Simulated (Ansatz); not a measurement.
## Run report: CH$_{4}$NOSb, geometry relaxation

The run: geometry relaxation of CH$_{4}$NOSb. Method and program: RKS B3LYP-D4/def2-SVPD (Ansatz 0.2.0).

It belongs to a series of runs on one base structure; here: end point B relaxed. Figures and captions count atoms from 1; the log counts them from 0 in places.

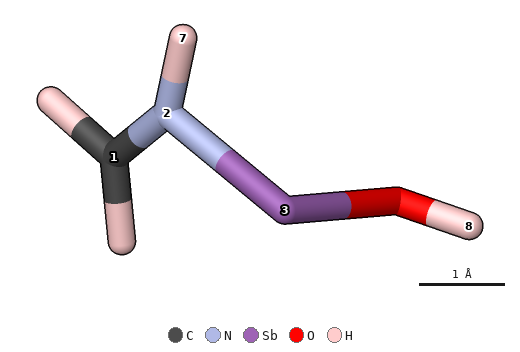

**Figure 1.** The structure as given in the input (stick view, seen at a tilt; atoms are numbered from 1 in the order of the input). Sticks mark near contacts.

Input file
```yaml
crystal:
  periodic: [false, false, false]
  atoms:
    - { symbol: C, position_ang: [-0.8448, 1.3804, 0.5076] }
    - { symbol: "N", position_ang: [0.1703, 1.0878, -0.1312] }
    - { symbol: Sb, position_ang: [1.1695, -0.6505, 0.3429] }
    - { symbol: O, position_ang: [-0.1376, -1.7904, -0.5297] }
    - { symbol: H, position_ang: [-1.4112, 2.3304, 0.2078] }
    - { symbol: H, position_ang: [-1.2843, 0.8199, 1.2939] }
    - { symbol: H, position_ang: [0.77897, 1.35004, -0.93266] }
    - { symbol: H, position_ang: [0.2532, -2.6727, -0.6271] }
basis:
  gaussian: { orbitals: def2-SVPD }
hamiltonian:
  xc: b3lyp
  dispersion: d4
relax:
  f_tol: 0.02
  max_steps: 50
output:
  orbitals: {}
```

Hardware: 2 threads of Intel Xeon Gold (Sapphire Rapids), 16 GiB of memory available, shared host.

Run as:
```bash
ansatz run input.yaml --threads 2 --pin off --max-ram 3072MiB --backend cpu --events-out ev --progress --plain --runs-dir out
```

Output
```
The last accepted step is kept in [file] (removed where the run ends without a failure and the disk answers)
Engine: ansatz 0.2.0, x86_64-unknown-linux-gnu
Functional definition: B3LYP
  parameter a0 = 0.2
  parameter ax = 0.72
  parameter ac = 0.81
  exchange = (1 - a0 - ax)*slater_x + ax*b88_x + a0*exact_x
  correlation = (1 - ac)*vwn_rpa_c + ac*lyp_c
1469 factors; integrals over basis functions are off by at most 2.9e-4 eV
mean field evaluation 1: about -11143.4412 eV, gradient 1.0e2 eV
mean field evaluation 2: about -10863.7792 eV, gradient 2.9e2 eV
mean field evaluation 4: about -11169.1670 eV, gradient 3.8e1 eV
mean field evaluation 8: about -11173.0937 eV, gradient 1.5e0 eV
mean field evaluation 16: about -11173.1299 eV, gradient 6.9e-4 eV
mean field -11173.12985338 eV, -410.6049486924 hartree, gradient 3.9e-5 eV, S^2 0.000000; 1 other end points of the search recorded, 0 dependent functions left out
the calculation of the forces begins
reference -11173.13011184 eV, -410.6049581906 hartree; 24, 24 occupied and 103, 103 virtual orbitals, 1469 factors
relax step   1: F+E_penalty+E_count = -11173.40877270 eV  Δ(F+E_penalty+E_count) = +0.000e0 eV  max|allowed force component| = 4.626e0 eV/Å  Δτ_max = 0.0000 Å  (61 SCF iters, accepted)
these checks for a lower state are left out or cut short: starts, cluster_reference, orbital_swaps, neighbouring_geometries, increment
1469 factors; integrals over basis functions are off by at most 3.2e-4 eV
mean field evaluation 32: about -11174.0250 eV, gradient 2.3e-2 eV
mean field -11174.04921567 eV, -410.6387346332 hartree, gradient 1.4e-5 eV, S^2 0.000000; 0 other end points of the search recorded, 0 dependent functions left out
[... from here on the field's lines of each further geometry are left out, up to the last ...]
relax step   2: F+E_penalty+E_count = -11174.32021386 eV  Δ(F+E_penalty+E_count) = -9.114e-1 eV  max|allowed force component| = 1.933e0 eV/Å  Δτ_max = 0.2000 Å  (38 SCF iters, accepted)
relax step   3: F+E_penalty+E_count = -11174.55983958 eV  Δ(F+E_penalty+E_count) = -2.396e-1 eV  max|allowed force component| = 1.860e0 eV/Å  Δτ_max = 0.1949 Å  (39 SCF iters, accepted)
relax step   4: F+E_penalty+E_count = -11174.90675803 eV  Δ(F+E_penalty+E_count) = -3.469e-1 eV  max|allowed force component| = 9.730e-1 eV/Å  Δτ_max = 0.2000 Å  (38 SCF iters, accepted)
relax step   5: F+E_penalty+E_count = -11175.06052121 eV  Δ(F+E_penalty+E_count) = -1.538e-1 eV  max|allowed force component| = 4.713e-1 eV/Å  Δτ_max = 0.2000 Å  (38 SCF iters, accepted)
relax step   6: F+E_penalty+E_count = -11175.19079265 eV  Δ(F+E_penalty+E_count) = -1.303e-1 eV  max|allowed force component| = 4.470e-1 eV/Å  Δτ_max = 0.1991 Å  (38 SCF iters, accepted)
relax step   7: F+E_penalty+E_count = -11175.22960778 eV  Δ(F+E_penalty+E_count) = -3.882e-2 eV  max|allowed force component| = 1.462e0 eV/Å  Δτ_max = 0.1951 Å  (38 SCF iters, accepted)
relax step   8: F+E_penalty+E_count = -11175.30092714 eV  Δ(F+E_penalty+E_count) = -7.132e-2 eV  max|allowed force component| = 5.940e-1 eV/Å  Δτ_max = 0.2000 Å  (33 SCF iters, accepted)
relax step   9: F+E_penalty+E_count = -11175.29888843 eV  Δ(F+E_penalty+E_count) = +2.039e-3 eV  max|allowed force component| = 4.012e-1 eV/Å  Δτ_max = 0.0741 Å  (32 SCF iters, rejected (line search))
relax step  10: F+E_penalty+E_count = -11175.31162520 eV  Δ(F+E_penalty+E_count) = -1.070e-2 eV  max|allowed force component| = 7.665e-2 eV/Å  Δτ_max = 0.0360 Å  (33 SCF iters, accepted)
relax step  11: F+E_penalty+E_count = -11175.31256751 eV  Δ(F+E_penalty+E_count) = -9.423e-4 eV  max|allowed force component| = 8.909e-2 eV/Å  Δτ_max = 0.0403 Å  (34 SCF iters, accepted)
relax step  12: F+E_penalty+E_count = -11175.31297642 eV  Δ(F+E_penalty+E_count) = -4.089e-4 eV  max|allowed force component| = 4.823e-2 eV/Å  Δτ_max = 0.0151 Å  (34 SCF iters, accepted)
the calculation of the forces begins
reference -11175.03489271 eV, -410.6749575963 hartree; 24, 24 occupied and 103, 103 virtual orbitals, 1469 factors
relax step  13: F+E_penalty+E_count = -11175.31302556 eV  Δ(F+E_penalty+E_count) = -4.913e-5 eV  max|allowed force component| = 1.249e-2 eV/Å  Δτ_max = 0.0053 Å  (27 SCF iters, accepted)
1469 factors; integrals over basis functions are off by at most 4.5e-4 eV
mean field evaluation 128: about -11175.0032 eV, gradient 3.2e-1 eV
```

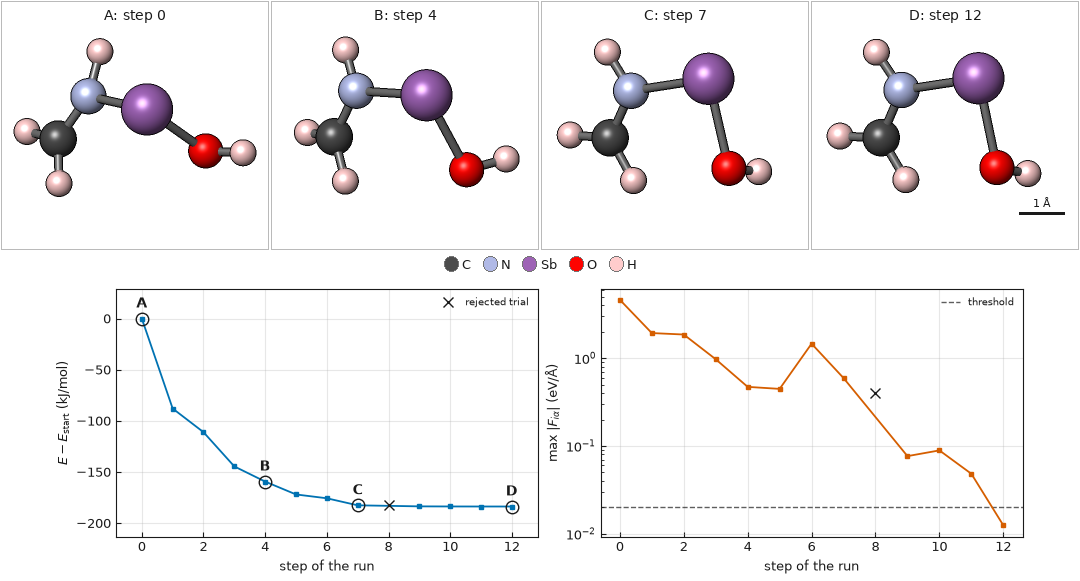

**Figure 2.** Frames of the relaxation (ball-and-stick view, seen at a tilt) above the curves, on which the letters mark them (the first geometry is step 0 here and step 1 in the log).

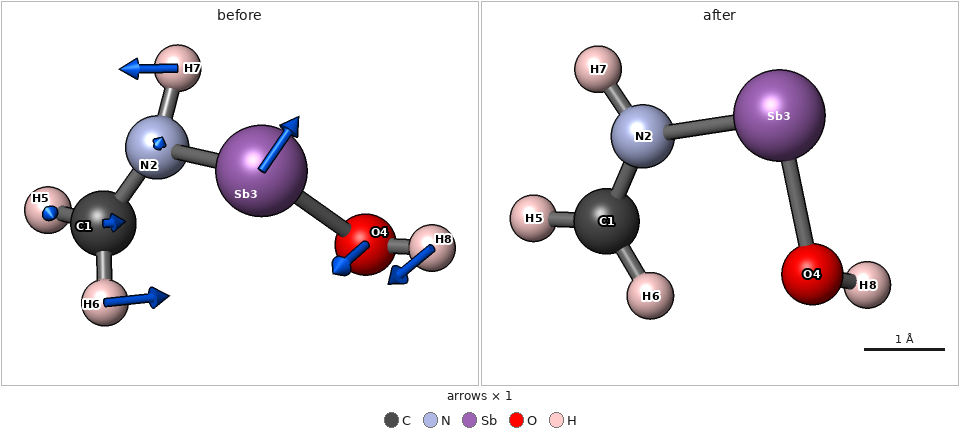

**Figure 3.** Before (left) and after (right) the relaxation, at one scale (ball-and-stick view, seen at a tilt). The blue arrows give the displacements, at true length. The atom that moves furthest after the best rigid fit is H6 (0.90 Å). By element the largest moves are H 0.90 Å, O 0.88 Å, Sb 0.87 Å, C 0.31 Å, N 0.18 Å. Among the contacts that change: Sb3–O4 1.941 → 2.044 Å, N2–Sb3 2.060 → 2.146 Å, C1–N2 1.235 → 1.300 Å, C1–H5 1.146 → 1.091 Å. Among the angles that change: C1–N2–H7 145.1° → 115.2°, Sb3–N2–H7 96.1° → 114.4°, C1–N2–Sb3 118.7° → 130.3°. After 12 geometry steps the energy has fallen by 183.7 kJ/mol. Largest force component: 4.6 eV/Å at the start, 0.012 eV/Å at the end. The line search rejected the trial step at point 8 (counted from 0) and went back. (Atoms are counted from 1 in the order of the input.)

```
mean field -11175.03464880 eV, -410.6749486328 hartree, gradient 1.3e-5 eV, S^2 0.000000; 1 other end points of the search recorded, 0 dependent functions left out
the calculation of the forces begins
reference -11175.03489271 eV, -410.6749575963 hartree; 24, 24 occupied and 103, 103 virtual orbitals, 1469 factors
Total energy: -11175.31326947 eV, -410.6851877535 hartree
Atom 0 at    -0.884863     1.180656     0.209606 Å, force    -0.003304    -0.005959    -0.000500 eV/Å
Atom 1 at     0.362280     1.054449    -0.134464 Å, force     0.008105     0.009073     0.008573 eV/Å
Atom 2 at     1.598046    -0.696036    -0.261455 Å, force    -0.000507     0.002638     0.004122 eV/Å
Atom 3 at     0.001762    -1.817035     0.349905 Å, force     0.000212    -0.000914    -0.002705 eV/Å
Atom 4 at    -1.356781     2.163613     0.251066 Å, force     0.005221     0.000982     0.005502 eV/Å
Atom 5 at    -1.443914     0.281128     0.469977 Å, force    -0.007294    -0.005951    -0.004013 eV/Å
Atom 6 at     0.844125     1.927243    -0.348224 Å, force    -0.000402    -0.001849    -0.012492 eV/Å
Atom 7 at    -0.426585    -2.239077    -0.404872 Å, force    -0.002030     0.001980     0.001512 eV/Å
Dipole moment:    -0.181181     0.610674    -0.261784 e Å
```

Trajectory as extended XYZ (Å, eV, eV/Å), 13 frames, from step=1 to step=13
```
8
Properties=species:S:1:pos:R:3:forces:R:3 step=1 energy=-11173.40877
C    -0.8448    1.3804    0.5076   -3.9256   4.6261  -1.3512
N     0.1703    1.0878   -0.1312    3.4328  -1.2473  -1.1731
Sb    1.1695   -0.6505    0.3429    3.6548  -0.9406   1.6694
O    -0.1376   -1.7904   -0.5297   -1.8201  -1.7898  -0.8772
H    -1.4112    2.3304    0.2078    0.3514  -1.0718   0.3764
H    -1.2843    0.8199    1.2939    0.0898  -1.0473   1.0198
H     0.7790    1.3500   -0.9327   -1.4760   1.2587   0.5206
H     0.2532   -2.6727   -0.6271   -0.3072   0.2120  -0.1846
8
Properties=species:S:1:pos:R:3:forces:R:3 step=2 energy=-11174.32021
C    -0.9199    1.3715    0.4241   -0.0396   1.9325  -0.3244
N     0.2256    1.1287   -0.0977    1.1878  -1.7442   0.4880
Sb    1.3503   -0.7326    0.3661    0.3093  -0.0021   0.0768
O    -0.1883   -1.8362   -0.4333    0.0454  -0.9814  -0.0217
H    -1.4791    2.2939    0.1433   -0.0244  -0.6877  -0.1678
H    -1.2471    0.8571    1.3395    0.1542  -0.3034  -0.4385
H     0.7795    1.4776   -0.8899   -1.2399   0.9358   0.2830
H     0.1731   -2.7052   -0.7205   -0.3928   0.8504   0.1045
8
Properties=species:S:1:pos:R:3:forces:R:3 step=3 energy=-11174.55984
C    -0.8423    1.4498    0.4763   -0.4884  -0.5166  -0.9910
N     0.2851    1.1352   -0.0822    0.4054  -0.6680   0.6640
Sb    1.4259   -0.7737    0.3676   -0.6307  -0.0030  -0.2539
O    -0.2510   -1.8885   -0.2563    1.2548  -1.5605  -0.7574
H    -1.5297    2.2226    0.0456    0.6158  -0.3040   0.3642
H    -1.2523    0.7655    1.2731    0.5848   0.7021  -0.5445
H     0.7410    1.6013   -0.8759   -0.8255   0.4902   0.4318
H     0.1174   -2.6572   -0.8166   -0.9162   1.8596   1.0869
8
Properties=species:S:1:pos:R:3:forces:R:3 step=4 energy=-11174.90676
C    -0.8352    1.3628    0.3994   -0.9006  -0.2342   0.3392
N     0.3491    1.1547   -0.0261    0.9730  -0.5081  -0.6262
Sb    1.4451   -0.7780    0.2630   -0.1104   0.1647   0.0180
O    -0.2591   -1.9138   -0.0896    0.4679  -0.3368  -0.1842
H    -1.4889    2.1368   -0.0212    0.0845   0.0126   0.1062
H    -1.2087    0.6722    1.1682   -0.1494   0.2194  -0.1153
H     0.6965    1.7629   -0.7669    0.0153   0.1485   0.1531
H    -0.0047   -2.5428   -0.7953   -0.3802   0.5338   0.3092
8
Properties=species:S:1:pos:R:3:forces:R:3 step=5 energy=-11175.06052
C    -0.8438    1.3058    0.3550   -0.4071  -0.0506   0.0080
N     0.3600    1.1316   -0.0668    0.2440  -0.4713  -0.0250
Sb    1.5091   -0.7436    0.1852   -0.0614  -0.0034  -0.1754
O    -0.1856   -1.9254    0.0582    0.1947  -0.1341  -0.1389
H    -1.4563    2.1511    0.0246    0.0487  -0.0066   0.0624
H    -1.2643    0.5476    1.0221   -0.0995   0.0807  -0.0666
H     0.7292    1.8451   -0.6880    0.1333   0.1485   0.0001
H    -0.1542   -2.4573   -0.7586   -0.0528   0.4368   0.3354
8
Properties=species:S:1:pos:R:3:forces:R:3 step=6 energy=-11175.19079
C    -0.8698    1.2460    0.3104   -0.2845   0.0360  -0.0408
N     0.3454    1.0683   -0.0959    0.4228   0.0097  -0.0314
Sb    1.5833   -0.7177    0.0293   -0.2880  -0.0671  -0.0990
O    -0.1267   -1.8730    0.1813    0.2536  -0.1342  -0.3052
H    -1.4171    2.1660    0.0757    0.0890  -0.0663   0.0958
H    -1.3562    0.4458    0.8777   -0.0004   0.0360  -0.1968
H     0.7857    1.8573   -0.5794   -0.1729  -0.1309   0.1304
H    -0.2505   -2.3378   -0.6677   -0.0194   0.3167   0.4470
8
Properties=species:S:1:pos:R:3:forces:R:3 step=7 energy=-11175.22961
C    -0.8794    1.2187    0.2734   -0.3497   0.2040  -0.0515
N     0.3536    1.0682   -0.1024    0.2502   0.0289  -0.0764
Sb    1.5952   -0.6989   -0.0982   -0.2357  -0.2263   0.0277
O    -0.0365   -1.9222    0.2979   -0.1188  -0.1259  -1.4617
H    -1.3866    2.1869    0.1321    0.1131  -0.3177   0.1289
H    -1.4135    0.3606    0.7119    0.1814   0.2514  -0.2047
H     0.8163    1.9001   -0.4948   -0.2495  -0.2938   0.2122
H    -0.3550   -2.2584   -0.5883    0.4089   0.4794   1.4255
8
Properties=species:S:1:pos:R:3:forces:R:3 step=8 energy=-11175.30093
C    -0.8906    1.1983    0.2232   -0.1059  -0.1217   0.0708
N     0.3548    1.0511   -0.1130    0.1700   0.1016  -0.1408
Sb    1.5978   -0.7020   -0.2495   -0.1399  -0.0435   0.1418
O     0.0132   -1.8683    0.3556   -0.0425  -0.0085  -0.5940
H    -1.3640    2.1827    0.2126    0.0311  -0.0319   0.0336
H    -1.4538    0.3093    0.5228    0.0314   0.0908  -0.0480
H     0.8413    1.9135   -0.3714   -0.0824  -0.1122   0.0450
H    -0.4047   -2.2296   -0.4489    0.1382   0.1254   0.4917
8
Properties=species:S:1:pos:R:3:forces:R:3 step=9 energy=-11175.29889 accepted=F
C    -0.8801    1.1748    0.2115   -0.3398   0.0227  -0.0431
N     0.3583    1.0401   -0.1555    0.0220   0.4012   0.1424
Sb    1.5846   -0.6726   -0.2368    0.3352  -0.3619  -0.1177
O     0.0098   -1.8283    0.3567    0.0009   0.0911   0.0788
H    -1.3493    2.1599    0.2719    0.0580  -0.0529  -0.0270
H    -1.4439    0.2739    0.4584    0.0005   0.0298   0.0459
H     0.8464    1.9126   -0.3633   -0.0279  -0.0465  -0.0123
H    -0.4317   -2.2055   -0.4115   -0.0489  -0.0836  -0.0670
8
Properties=species:S:1:pos:R:3:forces:R:3 step=10 energy=-11175.31163
C    -0.8880    1.1877    0.2156   -0.0259  -0.0438   0.0485
N     0.3580    1.0486   -0.1256    0.0571   0.0766  -0.0518
Sb    1.5990   -0.6974   -0.2412    0.0208   0.0015   0.0106
O     0.0057   -1.8353    0.3432   -0.0197  -0.0066  -0.0492
H    -1.3601    2.1710    0.2341    0.0171   0.0148  -0.0050
H    -1.4469    0.2976    0.5056   -0.0229  -0.0222  -0.0187
H     0.8405    1.9142   -0.3689   -0.0177  -0.0179   0.0132
H    -0.4143   -2.2316   -0.4311   -0.0088  -0.0024   0.0524
8
Properties=species:S:1:pos:R:3:forces:R:3 step=11 energy=-11175.31257
C    -0.8850    1.1854    0.2148   -0.0417  -0.0614  -0.0438
N     0.3599    1.0526   -0.1357    0.0251   0.0891   0.0133
Sb    1.5973   -0.6957   -0.2590   -0.0143  -0.0085   0.0004
O    -0.0007   -1.8173    0.3491   -0.0102  -0.0276  -0.0488
H    -1.3545    2.1701    0.2560    0.0232  -0.0133   0.0067
H    -1.4504    0.2860    0.4671    0.0214   0.0334   0.0139
H     0.8439    1.9246   -0.3533   -0.0177  -0.0410   0.0107
H    -0.4165   -2.2508   -0.4075    0.0142   0.0293   0.0476
8
Properties=species:S:1:pos:R:3:forces:R:3 step=12 energy=-11175.31298
C    -0.8854    1.1810    0.2100    0.0042   0.0225  -0.0045
N     0.3619    1.0555   -0.1338   -0.0019  -0.0482   0.0057
Sb    1.5997   -0.6960   -0.2585   -0.0208   0.0059  -0.0007
O     0.0044   -1.8215    0.3490    0.0077   0.0151   0.0090
H    -1.3539    2.1655    0.2533   -0.0101  -0.0030   0.0012
H    -1.4477    0.2830    0.4691    0.0098  -0.0066  -0.0005
H     0.8422    1.9276   -0.3518    0.0087   0.0126  -0.0010
H    -0.4271   -2.2402   -0.4057    0.0024   0.0017  -0.0092
8
Properties=species:S:1:pos:R:3:forces:R:3 step=13 energy=-11175.31303
C    -0.8849    1.1807    0.2096   -0.0033  -0.0060  -0.0005
N     0.3623    1.0544   -0.1345    0.0081   0.0091   0.0086
Sb    1.5980   -0.6960   -0.2615   -0.0005   0.0026   0.0041
O     0.0018   -1.8170    0.3499    0.0002  -0.0009  -0.0027
H    -1.3568    2.1636    0.2511    0.0052   0.0010   0.0055
H    -1.4439    0.2811    0.4700   -0.0073  -0.0060  -0.0040
H     0.8441    1.9272   -0.3482   -0.0004  -0.0018  -0.0125
H    -0.4266   -2.2391   -0.4049   -0.0020   0.0020   0.0015
```

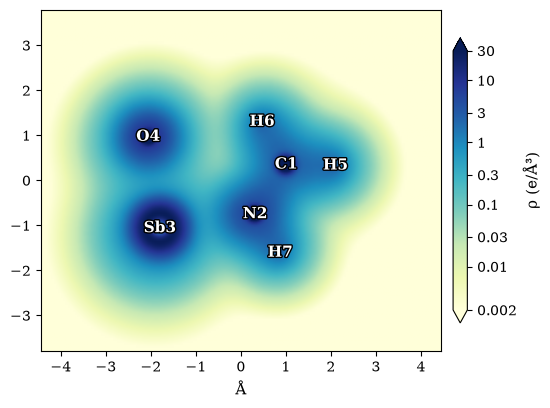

**Figure 4.** Total electron density on the plane of atoms N2, Sb3 and O4. The section cuts through C, N, Sb, O and H sites. C–N (1.30 Å): ρ is about 2.6 e/Å³ halfway. Sb–N (2.15 Å): ρ is about 0.57 e/Å³ halfway. C–H (1.09 Å): ρ at the midpoint is about 2 e/Å³.

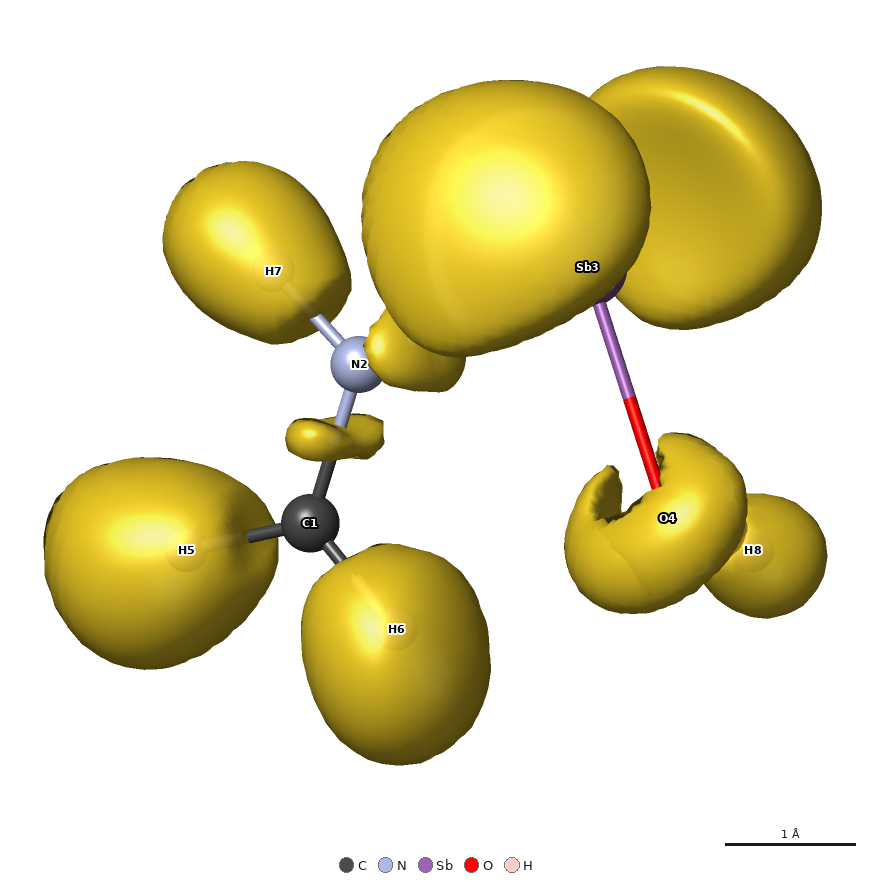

**Figure 5.** Isosurface of the ELF at 0.85 (yellow), seen at a tilt. Only the valence region is drawn (cores and ρ < 0.01 e/Å³ removed). Along the contacts the grid gives the following. C–N (1.30 Å): the ELF peaks at about 0.95 between the atoms; a double or triple bond. Sb–O (2.04 Å): the ELF peaks at about 0.85 in the valence shell of O, 0.6 Å from its nucleus, and drops to about 0.15 between the two atoms.

Summary

- outcome: converged
- total energy: −11175.3133 eV
- mean-field energy: −11175.0349 eV
- largest force (length of the vector) at the end: 0.015 eV/Å
- wall time: 37 s (CPU time 70 s)
- peak memory: 0.36 GiB
